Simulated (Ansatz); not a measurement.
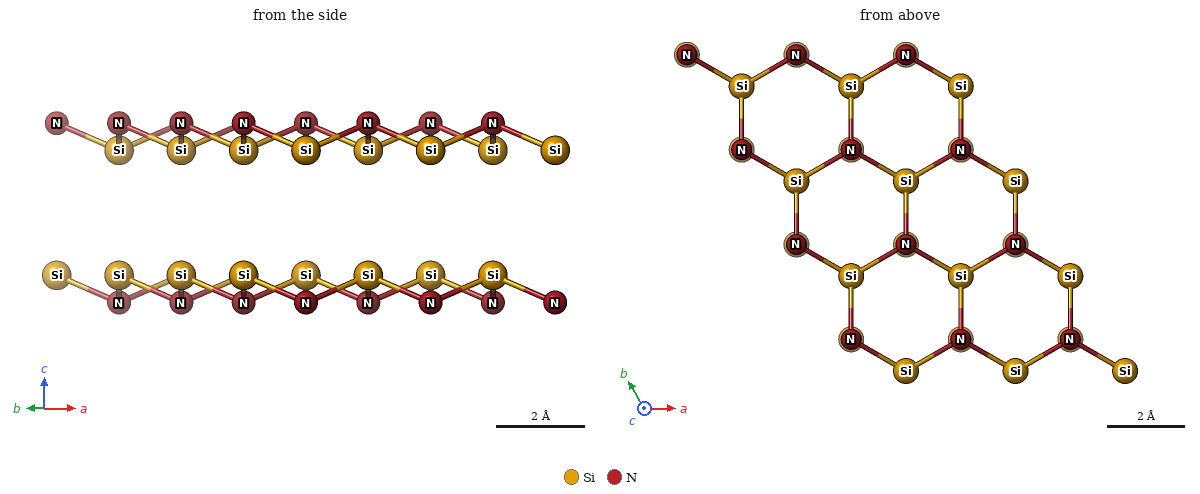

A ball-and-stick picture of a periodic slab, seen from the side and from above. The surface normal points up in side views; the vacuum is left out. 3×4 cells are drawn in the plane, with atoms at the edges repeated.

The cell holds 2 Si, 2 N.

Q: How is each face terminated?

A: The top face ends in N, the bottom face in N. The two faces are alike.

Q: What height do the atoms span?

A: About 4.1 Å from the lowest to the highest atom.

Q: State the number of planes and their content from above.

A: Four planes: N / Si / Si / N.

Q: How is it built?

A: Around each Si lie three N in a trigonal pyramidal arrangement at about 1.8 Å. About every N there are three Si in a trigonal pyramidal arrangement at about 1.8 Å. The bonds build SiN layers parallel to the surface.

The structure comes from a structure type filled with these elements by a generator (whether the compound takes this form wasn't checked). The picture shows the end point of a geometry optimisation with Ansatz, DFT PBE, scalar-relativistic, plane waves, PAW.
